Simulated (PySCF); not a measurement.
# B2PLYP/6-31G run of CHF3S (trifluoromethanethiol)

What is the vertical ionisation energy of CHF3S (trifluoromethanethiol) at B2PLYP/6-31G? Input form: a Python script.

Program for the calculation: PySCF 2.14.0.

## Step 1: The structure to begin with

The species is CHF3S (6 atoms), meant as a singlet with charge 0. SMILES: `FC(F)(F)S`. The shape is that of a PBE0-D4/def2-TZVP optimisation.

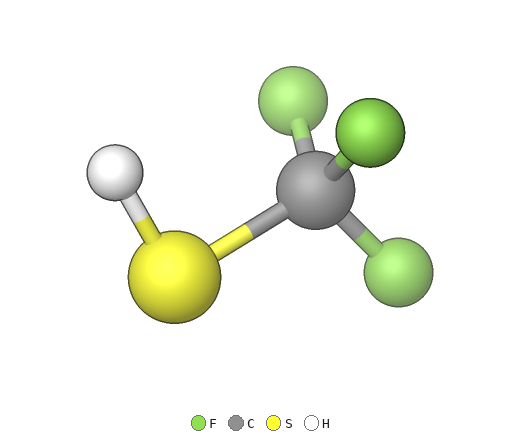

The structure, seen from a chosen angle (fluorine green, carbon grey, sulfur yellow, hydrogen white).

## Step 2: A single-point energy at B2PLYP/6-31G

Contents of job.py:

```python
from pyscf import gto, dft, mp

mol = gto.Mole()
mol.atom = [
    ('F', (0.555700, -0.904600, 1.298300)),
    ('C', (0.126100, -0.394900, 0.146500)),
    ('F', (-0.982300, -1.045000, -0.208500)),
    ('F', (1.041700, -0.649700, -0.788400)),
    ('S', (-0.150000, 1.372100, 0.387100)),
    ('H', (-0.549200, 1.558100, -0.881200)),
]
mol.spin = 0
mol.verbose = 4
mol.max_memory = 1860
mol.basis = '6-31g'
mol.build()

myscf = dft.RKS(mol, xc='0.53*HF + 0.47*B88, 0.73*LYP')
myscf.grids.level = 4
myscf.conv_tol = 1e-10
myscf.kernel()
if not myscf.converged:
    myscf = myscf.newton().run(myscf.mo_coeff, myscf.mo_occ)

pt = mp.MP2(myscf, frozen=9).run()
energy = myscf.e_tot + 0.27 * pt.e_corr
print('PT2 part  %.8f' % (0.27 * pt.e_corr))
print('Final energy', energy)
```

On the command line:

```
OMP_NUM_THREADS=1 python job.py
```

Log:

```text
PySCF version 2.14.0

[INPUT] num. atoms = 6
[INPUT] num. electrons = 50
[INPUT] charge = 0
[INPUT] spin (= nelec alpha-beta = 2S) = 0
[INPUT] symmetry False subgroup None
[INPUT] Mole.unit = angstrom
[INPUT] Symbol           X                Y                Z      unit          X                Y                Z       unit  Magmom
[INPUT]  1 F      0.555700000000  -0.904600000000   1.298300000000 AA    1.050120807421  -1.709446252282   2.453431427523 Bohr   0.0
[INPUT]  2 C      0.126100000000  -0.394900000000   0.146500000000 AA    0.238294464308  -0.746252846591   0.276844877249 Bohr   0.0
[INPUT]  3 F     -0.982300000000  -1.045000000000  -0.208500000000 AA   -1.856277972160  -1.974763800170  -0.394007896972 Bohr   0.0
[INPUT]  4 F      1.041700000000  -0.649700000000  -0.788400000000 AA    1.968527703959  -1.227755063130  -1.489860076607 Bohr   0.0
[INPUT]  5 S     -0.150000000000   1.372100000000   0.387100000000 AA   -0.283458918685   2.592893215516   0.731512982819 Bohr   0.0
[INPUT]  6 H     -0.549200000000   1.558100000000  -0.881200000000 AA   -1.037837587611   2.944382274685  -1.665226660967 Bohr   0.0

nuclear repulsion = 252.710836972443
number of shells = 29
number of NR pGTOs = 138
number of NR cGTOs = 51
basis = 6-31g
ecp = {}

******** <class 'pyscf.dft.rks.RKS'> ********
method = RKS
initial guess = minao
damping factor = 0
level_shift factor = 0
DIIS = <class 'pyscf.scf.diis.CDIIS'>
diis_start_cycle = 1
diis_space = 8
diis_damp = 0
SCF conv_tol = 1e-10
SCF conv_tol_grad = None
SCF max_cycles = 50
direct_scf = True
direct_scf_tol = 1e-13
XC library pyscf.dft.libxc version 7.0.0
    S. Lehtola, C. Steigemann, M. J.T. Oliveira, and M. A.L. Marques.,  SoftwareX 7, 1–5 (2018)
XC functionals = 0.53*HF + 0.47*B88, 0.73*LYP
    A. D. Becke.,  Phys. Rev. A 38, 3098 (1988)
    C. Lee, W. Yang, and R. G. Parr.,  Phys. Rev. B 37, 785 (1988)
    B. Miehlich, A. Savin, H. Stoll, and H. Preuss.,  Chem. Phys. Lett. 157, 200 (1989)
radial grids:
    Treutler-Ahlrichs [JCP 102, 346 (1995); DOI:10.1063/1.469408] (M4) radial grids

becke partition: Becke, JCP 88, 2547 (1988); DOI:10.1063/1.454033
pruning grids: <function nwchem_prune>
grids dens level: 4
symmetrized grids: False
atomic radii adjust function: <function treutler_atomic_radii_adjust>
small_rho_cutoff = 0
Set gradient conv threshold to 1e-05
Initial guess from minao.
tot grids = 159520
init E= -736.430874795687
  HOMO = -0.300919526715108  LUMO = 0.0438479616785892  gap/eV = 9.38160
cycle= 1 E= -735.395147441788  delta_E= 1.04  |g|= 0.917  |ddm|= 2.46
  HOMO = -0.360410277207312  LUMO = -0.022852473807728  gap/eV = 9.18542
cycle= 2 E= -735.394879903374  delta_E= 0.000268  |g|= 1.04  |ddm|= 1.61
  HOMO = -0.356509966673106  LUMO = 0.0383366598235031  gap/eV = 10.74432
cycle= 3 E= -735.598855199273  delta_E= -0.204  |g|= 0.0312  |ddm|= 0.754
  HOMO = -0.356938758299204  LUMO = 0.0452871670912756  gap/eV = 10.94512
cycle= 4 E= -735.599121726103  delta_E= -0.000267  |g|= 0.0153  |ddm|= 0.0627
  HOMO = -0.354457728583667  LUMO = 0.0466515445255493  gap/eV = 10.91474
cycle= 5 E= -735.599182184179  delta_E= -6.05e-05  |g|= 0.00296  |ddm|= 0.0255
  HOMO = -0.35518188494353  LUMO = 0.0461994866943112  gap/eV = 10.92214
cycle= 6 E= -735.599184918136  delta_E= -2.73e-06  |g|= 0.000826  |ddm|= 0.005
  HOMO = -0.35517517024549  LUMO = 0.0462165505763128  gap/eV = 10.92243
cycle= 7 E= -735.599185031539  delta_E= -1.13e-07  |g|= 0.000327  |ddm|= 0.000851
  HOMO = -0.355140551336616  LUMO = 0.04623777482445  gap/eV = 10.92206
cycle= 8 E= -735.599185052333  delta_E= -2.08e-08  |g|= 1.99e-05  |ddm|= 0.000325
  HOMO = -0.355146500284626  LUMO = 0.0462352030644531  gap/eV = 10.92215
cycle= 9 E= -735.5991850525  delta_E= -1.67e-10  |g|= 5.69e-06  |ddm|= 6.47e-05
  HOMO = -0.355144348725838  LUMO = 0.0462366809888857  gap/eV = 10.92213
cycle= 10 E= -735.599185052515  delta_E= -1.56e-11  |g|= 1.05e-06  |ddm|= 1.11e-05
  HOMO = -0.355144493277205  LUMO = 0.0462365755756431  gap/eV = 10.92214
Extra cycle  E= -735.599185052511  delta_E= 3.75e-12  |g|= 4.49e-07  |ddm|= 2.3e-06
converged SCF energy = -735.599185052511

******** <class 'pyscf.mp.mp2.RMP2'> ********
nocc = 16, nmo = 42
frozen orbitals 9
E(RMP2) = -736.226686576368  E_corr = -0.627501523856708
E(SCS-RMP2) = -736.209020508019  E_corr = -0.609835455507105
E_corr(same-spin) = -0.165191968985705
E_corr(oppo-spin) = -0.462309554871003
PT2 part  -0.16942541
Final energy -735.7686104639528
```

Wall time 6.9 s (1 thread of Arm Neoverse V1, shared host); peak memory 0.3 GiB.

## Step 3: The doublet cation, same level

Contents of job.py:

```python
from pyscf import gto, dft, mp

mol = gto.Mole()
mol.atom = '''
F    0.555700  -0.904600   1.298300
C    0.126100  -0.394900   0.146500
F   -0.982300  -1.045000  -0.208500
F    1.041700  -0.649700  -0.788400
S   -0.150000   1.372100   0.387100
H   -0.549200   1.558100  -0.881200
'''
mol.verbose = 3
mol.basis = '6-31g'
mol.charge = 1
mol.spin = 1
mol.max_memory = 1860
mol.build()

mf = dft.UKS(mol)
mf.xc = '0.53*HF + 0.47*B88, 0.73*LYP'
mf.conv_tol = 1e-10
mf.grids.level = 4
mf.kernel()
if not mf.converged:
    mf = mf.newton().run(mf.mo_coeff, mf.mo_occ)

pt = mp.MP2(mf, frozen=9).run()
e_final = mf.e_tot + 0.27 * pt.e_corr
print('PT2 part  %.8f' % (0.27 * pt.e_corr))
print('E(%s) = %.9f' % ('B2PLYP', e_final))
```

On the command line:

```
OMP_NUM_THREADS=1 python job.py
```

Log:

```text
WARN: HOMO -0.300919526715108 >= LUMO -0.30091952671511

converged SCF energy = -735.195572570759  <S^2> = 0.75348967  2S+1 = 2.0034866
E(UMP2) = -735.823704274035  E_corr = -0.628131703276281
E(SCS-UMP2) = -735.805436167166  E_corr = -0.609863596407096
PT2 part  -0.16959556
E(B2PLYP) = -735.365168131
```

It took 13 s on 1 thread of Arm Neoverse V1, shared host; peak memory 0.3 GiB.

## Step 4: Summary of results

Level: B2PLYP/6-31G, 9 core orbitals frozen.

| quantity | value |
| --- | --- |
| singlet CHF3S: total energy | -735.76861 Eh |
| singlet CHF3S: dipole moment (SCF part) | 1.94 D |
| singlet CHF3S: HOMO energy (SCF part's orbitals) | -9.66 eV |
| singlet CHF3S: LUMO energy (SCF part's orbitals) | 1.26 eV |
| singlet CHF3S: HOMO–LUMO gap (SCF part's orbitals) | 10.92 eV |
| doublet cation: total energy | -735.36517 Eh |
| doublet cation: HOMO energy (SCF part's orbitals) (highest over α and β) | -19.48 eV |
| doublet cation: LUMO energy (SCF part's orbitals) (lowest over α and β) | -12.29 eV |
| doublet cation: ⟨S²⟩ | 0.753 |
| vertical ionisation energy (to the doublet cation) | 10.978 eV |

Removing an electron at fixed nuclei costs 10.98 eV (1059 kJ/mol). −ε(HOMO) before ionisation, 9.66 eV, is 1.31 eV below this ionisation energy. Mulliken charges (singlet CHF3S) run from -0.30 on F1 to +0.60 on C2. Mulliken charges (doublet cation) run from -0.22 on F1 to +0.87 on S5; they depend strongly on the basis.
